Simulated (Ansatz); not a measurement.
InH3 (SMILES [H][In]([H])[H]): methods side by side

The species is InH3 (4 atoms), meant as a singlet with charge 0. SMILES: `[H][In]([H])[H]`. The shape comes from GFN2-xTB, which is rough for such elements, and wasn't checked as a minimum.

```xyz
4

In    0.0006   -0.0007   -0.0005
H     1.7189   -0.0278    0.0135
H    -0.8345    1.5014   -0.0178
H    -0.8851   -1.4729    0.0048
```

Quantity: the energy change with the In1–H2 bond stretched from 1.719 to 3.437 Å, in eV. The values are calculated.

```csv
level,kind,program,value (eV),less FCI/STO-3G,CPU time (all runs)
revPBE/STO-3G (restricted),GGA,Ansatz,5.30,+0.97,1.3 s
r2SCAN/STO-3G (restricted),meta-GGA,Ansatz,5.75,+1.42,2.7 s
PBE0/STO-3G (restricted),global hybrid,Ansatz,6.02,+1.69,1.3 s
CAM-B3LYP/STO-3G (restricted),range-separated hybrid,Ansatz,6.41,+2.08,1.4 s
wB97M-V/STO-3G (restricted),range-separated hybrid,Ansatz,6.44,+2.11,9.1 s
RPA@PBE/STO-3G (restricted),RPA,Ansatz,4.98,+0.65,1.7 s
MP2/STO-3G (restricted),perturbation theory,Ansatz,5.88,+1.55,0.56 s
BCCD(T)/STO-3G (restricted),coupled cluster or CI,Ansatz,4.35,+0.02,0.46 s
CCSDTQ/STO-3G (restricted),coupled cluster or CI,Ansatz,4.33,0.00,4.9 s
FCI/STO-3G,exact in the basis,Ansatz,4.33,0.00,1.1 s
```

FCI/STO-3G is exact within its basis and frozen core, so for wave-function methods in that basis the difference is their error; functionals converge differently with the basis, so for them it is only a difference. All-electron rows without a relativistic Hamiltonian named are non-relativistic. The first shape isn't each level's own minimum. The values span 4.33 to 6.44 eV. All rows use very small basis sets, so even the best lies far from the true value. In the correlated wave-function rows the outer d shell of In is correlated, in sets not made for it. Times are those of the runs behind each value, whatever else they computed, on shared processors of several kinds: orders of magnitude only.

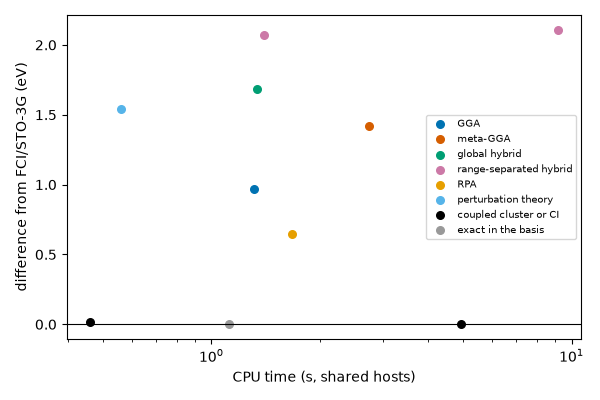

Difference from FCI/STO-3G against processor time, one point a level.
